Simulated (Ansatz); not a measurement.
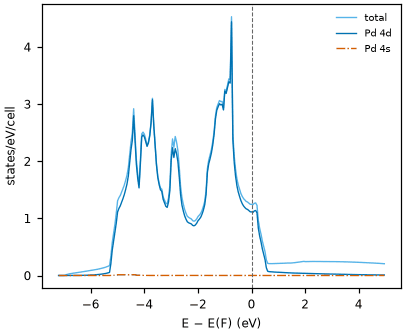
Figure. Total and projected density of states of Pd (bcc (W type), space group No. 229), the program Ansatz at the r²SCAN level (PAW)

Q: Which orbitals carry the states next to the Fermi level?

A: Within 0.5 eV of the Fermi level: Pd 4d 88 %, outside the projected shells 11 %. Projections are on Löwdin-orthogonalised atomic valence shells; empty p or d shells of many metals are not among them.

Q: Where is the tallest occupied peak in this window, and what makes it?

A: Near -0.8 eV, about 4.5 states/eV per cell; the largest projected share is Pd 4d.

Space group Im-3m (bcc (W type)). The workflow started from a Materials Project entry (that database holds measured and hypothetical structures alike); the Crystallography Open Database copy checked does not list it. It is not the phase usual at ambient conditions (space group No. 225). The cell was relaxed with r²SCAN under the symmetry of its start. At this level the phase is mechanically unstable. No spin polarisation was allowed. Spin–orbit coupling is left out wherever it is not named.

Potentials: the later of the program's two PAW sets.
